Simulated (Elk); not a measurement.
# Dielectric function and optical constants of Sb

Aim: the dielectric function of Sb, and the optical constants that follow from it.

Main program and level: Elk 11.2.3 (patched build); DFT, LDA, all-electron APW+lo, Dirac cores, scalar-relativistic bands, independent-particle optical response without local fields.

## Step 1: Set-up

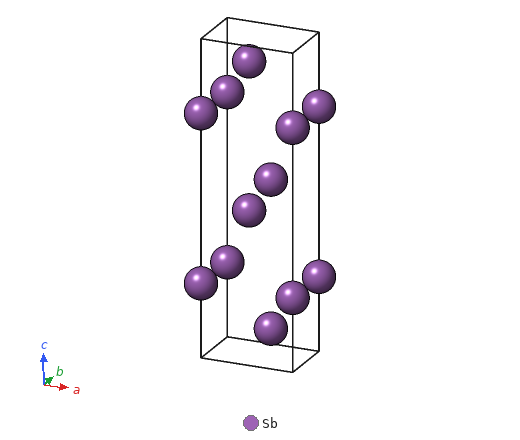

The cell as given, slightly off an axis (antimony purple). This picture shows the conventional cell, with its axes. Some periodic images of atoms are drawn too.

## Step 2: Ground state

The self-consistent density comes first; it also tells whether there is a gap, which decides the occupations and the need for a Drude term.

This step: DFT, LDA, all-electron APW+lo, Dirac cores, scalar-relativistic bands, ground state (Elk 11.2.3 (patched build)).

elk.in

```
tasks
  0
  120

xctype
  3

nempty
  12

lorbcnd
  .true.

rgkmax
  7.0

swidth
  0.0018375

maxscl
  100

epsengy
  1e-05

sppath
  './'

avec
  4.070848017688 2.350305198842 7.101590776344
  -4.070848017688 2.350305198842 7.101590776344
  0.000000000000 -4.700610397684 7.101590776344

atoms
  1
  'Sb.in'
  2
  0.766510000000 0.766510000000 0.766510000000   0.000 0.000 0.000
  0.233490000000 0.233490000000 0.233490000000   0.000 0.000 0.000

ngridk
  9 9 9
```

Started as:

```console
OMP_NUM_THREADS=4 elk
```

Numbers of over 12 decimals in the logs are rounded to 6 here.

What it wrote:

```text
┌─────────────────────────┐
│ Elk code version 11.2.3 │
└─────────────────────────┘

All units are atomic (Hartree, Bohr, etc.)

┌─────────────────────────────────────────────────┐
│ Ground-state run starting from atomic densities │
└─────────────────────────────────────────────────┘

Lattice vectors :
   4.070848018       2.350305199       7.101590776
  -4.070848018       2.350305199       7.101590776
   0.000000000      -4.700610398       7.101590776

Reciprocal lattice vectors :
  0.7717292908      0.4455581138      0.2949191482
 -0.7717292908      0.4455581138      0.2949191482
  0.8872608690E-17 -0.8911162276      0.2949191482

Unit cell volume      :    407.6768428
Brillouin zone volume :   0.6084481319

Muffin-tin inner radius fraction :   0.1000000000E-01

Nuclei treated as point charges

Species : 1 (Sb)
 parameters loaded from : Sb.in
 name : antimony
 nuclear charge    :   -51.00000000
 electronic charge :    51.00000000
 atomic mass :    221954.9021
 muffin-tin radius :    2.600000000
 number of radial points in muffin-tin :    597
 inner part over the whole radius :   0.9753916495E-02
 number on inner part of muffin-tin    :    425
 approximate nuclear radius :   0.8886795689E-04
 number of mesh points to nuclear radius :    215
 atomic positions (lattice), magnetic fields (Cartesian) :
  1 :   0.26651000  0.26651000  0.26651000    0.00000000  0.00000000  0.00000000
  2 :  -0.26651000 -0.26651000 -0.26651000    0.00000000  0.00000000  0.00000000

Total number of atoms per unit cell :    2
Total muffin-tin volume :    147.2443533
 ratio of muffin-tin to unit cell volume :   0.3611790953

Spin treatment :
 spin-unpolarised

Number of Bravais lattice symmetries :   12
Number of crystal symmetries         :   12
Crystal has inversion symmetry
Real symmetric eigensolver will be used

k-point grid :      9     9     9
k-point offset :    0.000000000       0.000000000       0.000000000
k-point set is reduced with full crystal symmetry group
Total number of k-points :       85

Muffin-tin radius times maximum |G+k| :    7.000000000
 using average radius
Maximum |G+k| for APW functions       :    2.692307692
Maximum (1/2)|G+k|²                   :    3.624260355
Maximum |G| for potential and density :    12.00000000
Constant for pseudocharge density :    8
 order of it for each species :   15
 order of it for pair densities of each species (exact exchange by exxq0 0: 15) :   10
Radial integration step length :    1

G-vector grid sizes :     35    35    35
Number of G-vectors :    11919

Maximum angular momentum used for
 APW functions            :    8
 outer part of muffin-tin :    6
 inner part of muffin-tin :    2

Total nuclear charge    :   -102.0000000
Total core charge       :    72.00000000
Total valence charge    :    30.00000000
Total excess charge     :    0.000000000
Total electronic charge :    102.0000000

Effective Wigner radius, rₛ :   0.9844849634

Number of empty states         :     24
Total number of valence states :     40
Total number of core states    :     72

Conduction state local-orbitals added automatically
Third-order local-orbitals added for an l without core states : F
Total number of local-orbitals :    128

Exchange-correlation functional :      3     0     0
 Perdew-Wang/Ceperley-Alder, Phys. Rev. B 45, 13244 (1992)
 gradient requirement :    0
 local density approximation (LDA)

Smearing type :    3
 Fermi-Dirac
Smearing width :   0.1837500000E-02
Effective electronic temperature (K) :    580.2366081

Mixing type :    3
 Broyden mixing, J. Phys. A: Math. Gen. 17, L317 (1984)

Kohn-Sham potential initialised from atomic data

┌──────────────────────────────┐
│ Self-consistent loop started │
└──────────────────────────────┘

┌─────────────────┐
│ Loop number : 1 │
└─────────────────┘

Energies :
 Fermi                       :     0.115862
 sum of occupied eigenvalues :     -7857.0956587288
 electron kinetic            :      13666.459072699
 core electron kinetic       :      13371.159187603
 Coulomb                     :     -26292.909459420
 Coulomb potential           :     -21076.779340697
 nuclear-nuclear             :     -1246.7978477611
 electron-nuclear            :     -29038.688462648
 Hartree                     :      3992.5768509894
 Madelung                    :     -15754.519789072
 xc potential                :     -446.77539073049
 exchange                    :     -320.60015939623
 correlation                 :     -9.785470
 electron entropic           :    -0.52506589726441E-04
 total energy                :     -12956.836068605

Density of states at Fermi energy :    4.596027131
 (states/Hartree/unit cell)

Estimated indirect band gap :   0.4100415067E-02
 from k-point 59 to k-point 5
Estimated direct band gap   :   0.1838395971E-01
 at k-point 5

Charges :
 core                        :    72.00000000
 valence                     :    30.00000000
 interstitial                :    4.013610934
 muffin-tins (core leakage)
  species : 1 (Sb)
   atom 1                    :    48.99319453     (  0.8196428117E-03)
   atom 2                    :    48.99319453     (  0.8196428117E-03)
 total in muffin-tins        :    97.98638907
 total calculated charge     :    101.9979926
 total charge                :    102.0000000
 error                       :   0.2007379905E-02

┌─────────────────┐
│ Loop number : 2 │
└─────────────────┘

Energies :
 Fermi                       :     0.116830
 sum of occupied eigenvalues :     -7857.0155165164
 electron kinetic            :      13665.451306758
 core electron kinetic       :      13370.427264604
 Coulomb                     :     -26292.928498759
 Coulomb potential           :     -21076.777661878
 nuclear-nuclear             :     -1246.7978477611
 electron-nuclear            :     -29038.728151785
 Hartree                     :      3992.5975007871
 Madelung                    :     -15754.539667820
 xc potential                :     -445.68916139710
 exchange                    :     -320.60095808140
 correlation                 :     -9.785486
 electron entropic           :    -0.52521489327156E-04
 total energy                :     -12957.863688591

Density of states at Fermi energy :    4.597311821
 (states/Hartree/unit cell)

Estimated indirect band gap :   0.4097514780E-02
 from k-point 59 to k-point 5
Estimated direct band gap   :   0.1838505993E-01
 at k-point 5

Charges :
 core                        :    72.00000000
 valence                     :    30.00000000
 interstitial                :    4.013562767
 muffin-tins (core leakage)
  species : 1 (Sb)
   atom 1                    :    48.99321862     (  0.8193648984E-03)
   atom 2                    :    48.99321862     (  0.8193648984E-03)
 total in muffin-tins        :    97.98643723
 total calculated charge     :    101.9979934
 total charge                :    102.0000000
 error                       :   0.2006570689E-02

RMS change in Kohn-Sham potential (target) :   0.6213595132E-01 (  0.1000000000E-05)
Absolute change in total energy (target)   :    1.027619986     (  0.1000000000E-04)

[... 12 loops left out ...]

┌──────────────────┐
│ Loop number : 15 │
└──────────────────┘

Energies :
 Fermi                       :     0.226162
 sum of occupied eigenvalues :     -7846.9268833179
 electron kinetic            :      13667.980192168
 core electron kinetic       :      13371.710187343
 Coulomb                     :     -26293.897691133
 Coulomb potential           :     -21076.689374172
 nuclear-nuclear             :     -1246.7978477611
 electron-nuclear            :     -29040.766139793
 Hartree                     :      3993.6662964207
 Madelung                    :     -15755.553004047
 xc potential                :     -438.21770131376
 exchange                    :     -320.64248226701
 correlation                 :     -9.786320
 electron entropic           :    -0.54124917807875E-04
 total energy                :     -12956.346355342

Density of states at Fermi energy :    4.733383054
 (states/Hartree/unit cell)

Estimated indirect band gap :   0.3914133460E-02
 from k-point 59 to k-point 5
Estimated direct band gap   :   0.1837015341E-01
 at k-point 5

Charges :
 core                        :    72.00000000
 valence                     :    30.00000000
 interstitial                :    4.015175647
 muffin-tins (core leakage)
  species : 1 (Sb)
   atom 1                    :    48.99241218     (  0.7966339417E-03)
   atom 2                    :    48.99241218     (  0.7966339417E-03)
 total in muffin-tins        :    97.98482435
 total calculated charge     :    101.9980630
 total charge                :    102.0000000
 error                       :   0.1937011588E-02

RMS change in Kohn-Sham potential (target) :   0.4224707663E-08 (  0.1000000000E-05)
Absolute change in total energy (target)   :   0.8918419553E-05 (  0.1000000000E-04)

Convergence targets achieved

┌──────────────────┐
│ Loop number : 16 │
└──────────────────┘

Energies :
 Fermi                       :     0.226162
 sum of occupied eigenvalues :     -7846.9268833171
 electron kinetic            :      13667.980192173
 core electron kinetic       :      13371.710187349
 Coulomb                     :     -26293.897691126
 Coulomb potential           :     -21076.689374176
 nuclear-nuclear             :     -1246.7978477611
 electron-nuclear            :     -29040.766139778
 Hartree                     :      3993.6662964128
 Madelung                    :     -15755.553004038
 xc potential                :     -438.21770131395
 exchange                    :     -320.64248226691
 correlation                 :     -9.786320
 electron entropic           :    -0.54124918498669E-04
 total energy                :     -12956.346355330

Density of states at Fermi energy :    4.733383118
 (states/Hartree/unit cell)

Estimated indirect band gap :   0.3914133381E-02
 from k-point 59 to k-point 5
Estimated direct band gap   :   0.1837015338E-01
 at k-point 5

Charges :
 core                        :    72.00000000
 valence                     :    30.00000000
 interstitial                :    4.015175649
 muffin-tins (core leakage)
  species : 1 (Sb)
   atom 1                    :    48.99241218     (  0.7966339429E-03)
   atom 2                    :    48.99241218     (  0.7966339429E-03)
 total in muffin-tins        :    97.98482435
 total calculated charge     :    101.9980630
 total charge                :    102.0000000
 error                       :   0.1937011587E-02

┌──────────────────────────────┐
│ Self-consistent loop stopped │
└──────────────────────────────┘

Warning : core states of species 1 leak from the muffin-tin :   0.7966339429E-03

Wrote STATE.OUT
```

Elapsed: 12 s, on 4 threads of Arm Neoverse V2, shared host; peak memory 0.1 GiB; 40 s of CPU time.

Read-outs, printed or worked out from the files:

| Quantity | Value |
| --- | --- |
| total energy | -12956 Ha |
| Fermi energy | 6.154 eV |
| DOS at the Fermi level | 0.1739 states/eV/cell |

There are states at the Fermi level within the smearing, so the occupations stay smeared and the carriers get a Drude term.

## Step 3: Independent particles

The spectrum is a sum over vertical transitions between filled and empty bands at the fixed density, so many empty bands are needed.

This step: DFT, LDA, all-electron APW+lo, Dirac cores, scalar-relativistic bands, independent-particle optical response without local fields (Elk 11.2.3 (patched build)).

Changes to elk.in since step 2:

```diff
@@ -1,4 +1,10 @@
 tasks
-  0
-  120
+  121
+
+optcomp
+  1 1
+  3 3
+
+intraband
+  .true.
 
@@ -17,9 +23,7 @@
 swidth
-  0.0018375
+  0.0055124
 
-maxscl
-  100
-
-epsengy
-  1e-05
+wplot
+  400 100 0
+  0.0 0.58799
```

Started as:

```console
OMP_NUM_THREADS=4 elk
```

What it wrote:

```text
┌─────────────────────────────────┐
│ Elk code version 11.2.3 started │
└─────────────────────────────────┘

┌────────────────────┐
│ Current task : 121 │
└────────────────────┘

Info(findsymcrys): atomic basis shift (lattice) :
  0.5000000000      0.5000000000      0.5000000000
See GEOMETRY.OUT for new atomic positions

Info(dielectric):
 dielectric tensor written to EPSILON_ij.OUT
 optical conductivity written to SIGMA_ij.OUT
 plasma frequency written to PLASMA_ij.OUT
 for components
  i = 1, j = 1
  i = 3, j = 3

┌──────────────────┐
│ Elk code stopped │
└──────────────────┘
```

It took 1.8 s on 4 threads; peak memory 0.04 GiB.

Read-outs, printed or worked out from the files:

```
Drude plasma energy, first axis : 2.759 eV
```

The Im ε has structure finer than the step of the table below, so its rows give means over 2 eV, whole bins alone (the curve runs from 0.32 to 16.0 eV). Peaks (eV: height): E ∥ x 0.8: 112; E ∥ z 0.8: 46.9, 1.6: 62.8.

Sum at mesh points, not converged in k. Im ε against photon energy; means over each step:

```csv
photon energy (eV),E ∥ x,E ∥ z
2,36.4,40.9
4,5.91,6.05
6,4.46,4.62
8,2.17,2.38
10,0.923,1.03
12,0.583,0.641
14,0.351,0.382
```

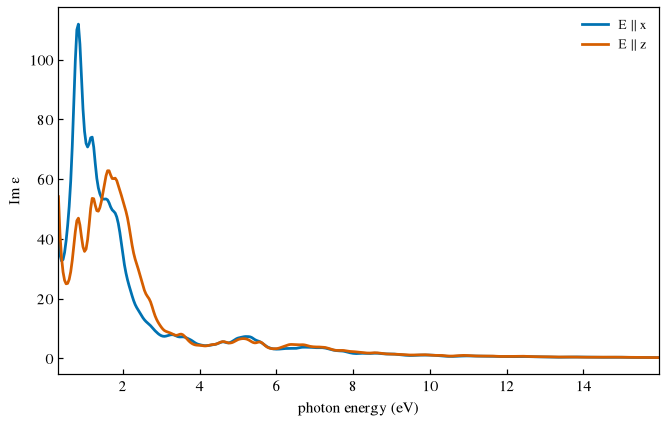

Im ε, plotted against photon energy.

Values under 1 per cm are given as 1; sum at mesh points, not converged in k. Absorption coefficient against photon energy:

```csv
photon energy (eV),E ∥ x (1/cm),E ∥ z (1/cm)
1.00,5.9e5,2.9e5
2.00,1.2e6,1.2e6
3.00,1.0e6,1.3e6
4.00,1.0e6,1.1e6
5.00,1.1e6,1.1e6
6.00,1.2e6,1.1e6
7.00,1.3e6,1.4e6
8.00,1.4e6,1.5e6
9.00,1.3e6,1.4e6
10.00,1.2e6,1.3e6
11.00,1.1e6,1.2e6
12.00,1.0e6,1.1e6
13.00,9.4e5,1.0e6
14.00,8.0e5,8.9e5
15.00,7.0e5,8.3e5
```

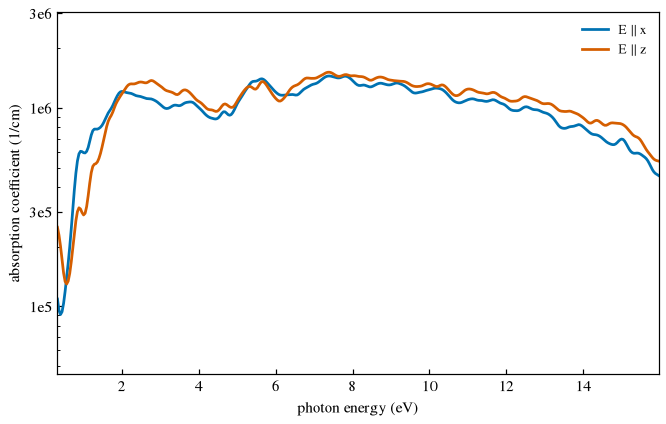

Absorption coefficient, plotted against photon energy.

Sum at mesh points, not converged in k. The loss function −Im 1/ε at q → 0 by energy loss; read off at these points:

```csv
energy loss (eV),E ∥ x,E ∥ z
1,0.0130,0.0158
2,0.0178,0.0178
3,0.0455,0.0275
4,0.0939,0.0727
5,0.140,0.139
6,0.151,0.188
7,0.186,0.161
8,0.170,0.172
9,0.265,0.222
10,0.374,0.304
11,0.609,0.453
12,0.802,0.668
13,1.17,0.917
14,2.03,1.57
15,2.88,2.17
```

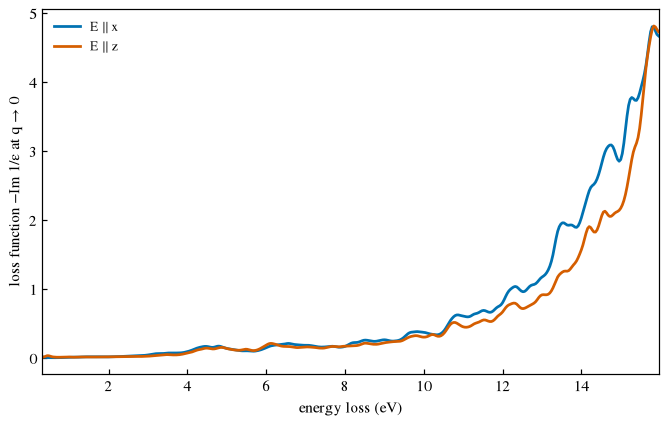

Loss function −Im 1/ε at q → 0 against energy loss.

The reflectivity at normal incidence has structure finer than the step of the table below, so its rows give means over 1 eV, whole bins alone (the curve runs from 0.32 to 16.0 eV). Peaks (eV: height): E ∥ x 2.2: 77.8, 5.8: 61.9, 8.0: 62.2, 9.4: 60.2, 10.4: 60.6, 13.2: 47.5; E ∥ z 2.9: 78.9, 5.8: 59.9, 8.8: 59.6, 10.4: 59.7, 11.8: 53.3, 13.2: 50.3, 15.2: 42.9.

Sum at mesh points, not converged in k. The reflectivity at normal incidence by photon energy; means over each step:

```csv
photon energy (eV),E ∥ x (%),E ∥ z (%)
1,70.8,61.0
2,75.0,71.8
3,70.7,76.0
4,58.0,65.4
5,45.4,49.1
6,54.5,49.7
7,48.3,51.3
8,57.5,57.5
9,56.0,58.2
10,54.6,55.8
11,49.1,51.0
12,46.3,48.8
13,45.1,48.9
14,36.3,43.2
15,30.7,40.1
```

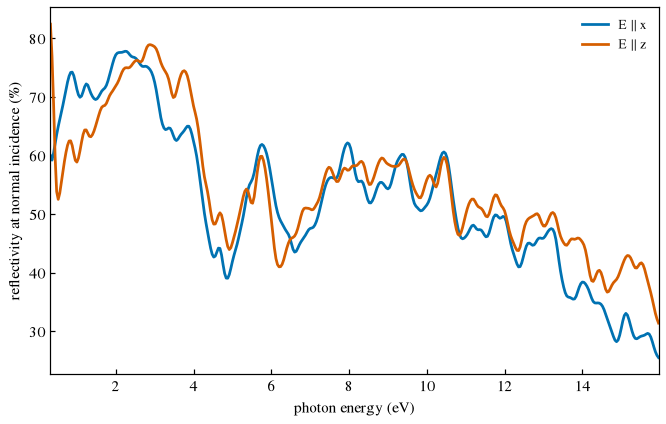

Reflectivity at normal incidence against photon energy.

At chosen wavelengths:

```csv
wavelength (nm),n x,k x,R (%) x,1/α x,n z,k z,R (%) z,1/α z
1550,9.52,5.778,73.6,21 nm,6.92,3.329,62.5,37 nm
1064,6.38,5.794,71.0,15 nm,7.04,3.592,63.7,24 nm
633,3.18,6.066,76.6,8.3 nm,4.72,5.780,71.4,8.7 nm
532,1.80,4.913,77.5,8.6 nm,2.92,5.599,75.0,7.6 nm
405,1.12,3.268,70.4,9.9 nm,1.17,4.059,77.9,7.9 nm
248,1.63,2.073,41.9,9.5 nm,1.46,2.140,45.1,9.2 nm
193,0.92,1.794,46.7,8.6 nm,1.18,1.946,44.7,7.9 nm
```

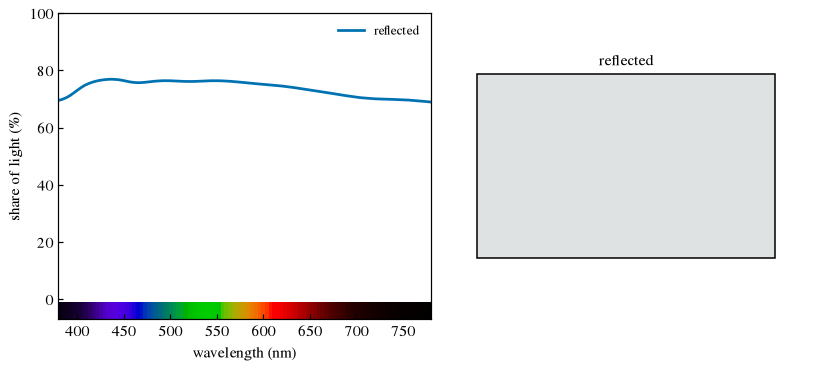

Light reflected across the visible range, with the colour that it makes of daylight (sRGB).

In reflection the computed colour is light grey: x = 0.311, y = 0.329, luminous reflectivity 76 %.

## Step 4: Results

- Drude plasma energy, first axis: 2.76 eV

**Reading.** At this level (LDA, independent particles) Sb is a semimetal or has a tiny gap, with few carriers whose number hangs on mesh and smearing, and a Drude plasma energy of 2.8 eV along x and 3.6 eV along z. The mesh is too coarse to trust the carriers' weight, the reflectivity or the colour to better than tens of per cent. Along x the bare Drude plasma energy is 2.8 eV; Re ε first rises through zero at 0.27 eV, far lower, because interband transitions screen the carriers. Im ε is 56 there, so the loss peak at that energy is weak. In reflection the computed colour is light grey: x = 0.311, y = 0.329, luminous reflectivity 76 %. The carriers' damping of 0.15 eV is typed, not computed; at 0.8 eV the carriers give 2 % of Im ε along the first axis; the rest comes from the sum over bands, which at low energy also holds close bands and the noise of the mesh. Spin-orbit coupling is left out although heavy atoms are present. The sum runs over mesh points 0.20 Å⁻¹ apart with no interpolation, so peaks are partly noise of the mesh, and the Drude plasma energy, a sum over the Fermi surface, isn't converged.

[Machine, clock and banner lines and Python warnings are left out of the logs.]

[Logs are printed without paths, hosts, clocks, repeated set-up lines and the standing remarks that a program may print on its own settings, such as how far it seeks lower states.]

[Hosts, paths, dates, database ids (printed as entryN), source tags and the programs' standing remarks are cut or masked in the printed files.]
